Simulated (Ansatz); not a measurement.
Consider Tl2PtF6 (started from the K2PtCl6 type) (Fm-3m).

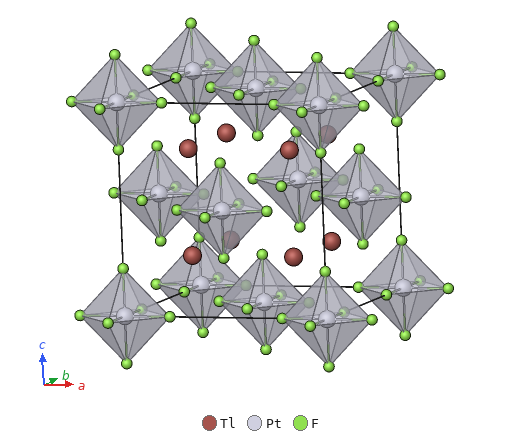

The structure (thallium brown, platinum light grey, fluorine green). Some periodic images of atoms are drawn too.

The structure was built from a prototype and need not be the compound's stable phase.

```xyz
9
Lattice="4.4309 0.0000 4.4309 4.4309 4.4309 0.0000 0.0000 4.4309 4.4309" Properties=species:S:1:pos:R:3 pbc="T T T"
Tl    2.2155    2.2155    2.2155
Tl    6.6464    6.6464    6.6464
Pt    0.0000    0.0000    0.0000
F     1.9661    4.4309    4.4309
F     6.8957    4.4309    4.4309
F     4.4309    4.4309    1.9661
F     4.4309    4.4309    6.8957
F     4.4309    1.9661    4.4309
F     4.4309    6.8957    4.4309
```

The structure was relaxed with PBE. The structure type comes from a generator and need not be one that this composition takes. The structure was generated from a model, not taken from a measurement. The runs that relaxed it are not among those shown. The program's search for lower electronic states was switched off, so nothing shows that the state found is the lowest. Spin-orbit coupling is left out unless a run names it. PAW set soft_2, made with PBE.

A constrained-RPA run (Ansatz 0.2.0; non-magnetic PBE; Pt t2g, bands v3 to v1, 4×4×4 mesh, medium accuracy) builds 3 functions on bands 0.44 eV wide, with 6.0 electrons in the window. The bare on-site interaction is 10.5 eV and the bare J 0.29 eV.

**Question.** Estimate U, U′ and J.

On the Pt t2g shell, U = 4.23 eV (40 % of the bare value), U′ = 3.59 eV, J = 0.21 eV.

The parent state is non-magnetic and the interaction static (zero frequency); U depends on the window and the orbitals, so it belongs to this model alone. Spin-orbit coupling, which is strong for atoms this heavy, is left out.

[Paths, hosts, dates, memory and timing lines, banners, echoed tables and standing remarks are left out of the program output.]

[Logs are printed without paths, hosts, clocks, repeated set-up lines and the standing remarks that a program may print on its own settings, such as how far it seeks lower states.]

[Runs of the session that timed out or met a known fault of the program may be left out.]

[Hosts, paths, dates, database ids (printed as entryN), source tags and the programs' standing remarks are cut or masked in the printed files.]
